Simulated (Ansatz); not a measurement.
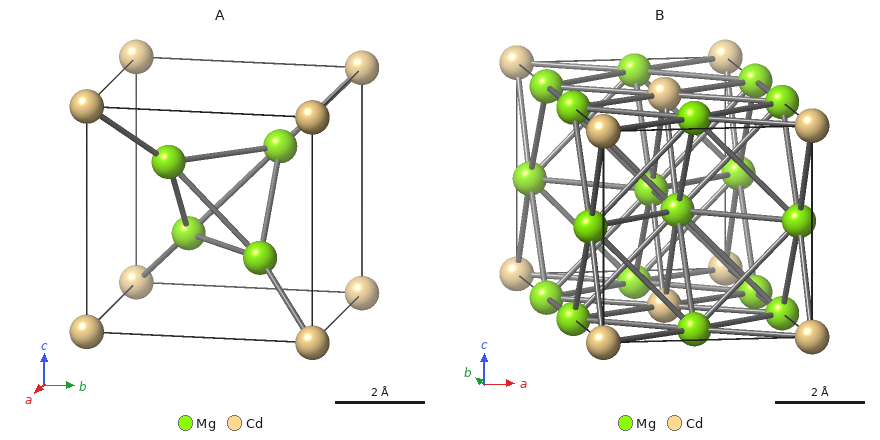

Two structures of Mg$_{4}$Cd, each relaxed to rest (conventional cells in solid outline, small ones repeated, not to one scale). Method: DFT PBE, scalar-relativistic, plane waves, PAW in Ansatz, without spin polarisation.

Question: Identify the two structures.

Answer: A: 5 atoms a cell on a primitive cubic lattice, P-43m. B: 10 atoms a cell on a base-centred orthorhombic lattice, Cmmm.

Question: Which polymorph is favoured?

Answer: B is lower, by 303 meV/atom at this level of theory (energies at zero smearing). Volumes: A 28.6, B 24.6 Å³/atom.

One or both may be structure types tried for this composition rather than known phases.
